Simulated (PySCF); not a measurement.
SMILES C[O][Mg][C](C)(C)C (C5H12MgO) at its GFN2-xTB optimised geometry (Å):

```
19

Mg    -0.5159    -0.6521     0.0000
C      1.5710    -0.6521     0.0000
C      2.0432     0.1359     1.2063
C      2.0618    -2.0879     0.0680
C      2.0476     0.0192    -1.2737
H      3.1348     0.2197     1.2003
H      1.7439    -0.3479     2.1375
H      1.6236     1.1423     1.1892
H      1.7225    -2.5836     0.9774
H      1.7258    -2.6665    -0.7922
H      3.1584    -2.1010     0.0705
H      1.7492    -0.5477    -2.1570
H      1.6328     1.0248    -1.3508
H      3.1397     0.0991    -1.2728
O     -1.3972     0.8088     0.0000
C     -2.0834     2.0078     0.0026
H     -1.7208     2.6665    -0.7990
H     -3.1584     1.8412    -0.1514
H     -1.9514     2.5303     0.9603
```

Computed with PBE0/def2-SVP (PySCF).

Map of the Laplacian of the electron density (e/bohr⁵), clipped to [-1.50, 1.50] on the plane z = 0.6 Å:

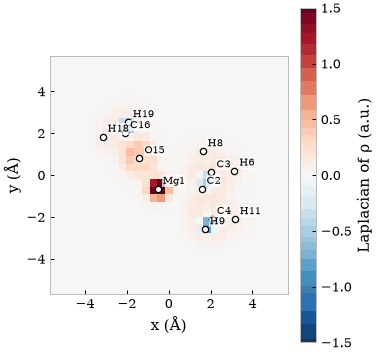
Figure: Laplacian of the electron density (e/bohr⁵), clipped to [-1.50, 1.50] on the plane z = 0.6 Å.
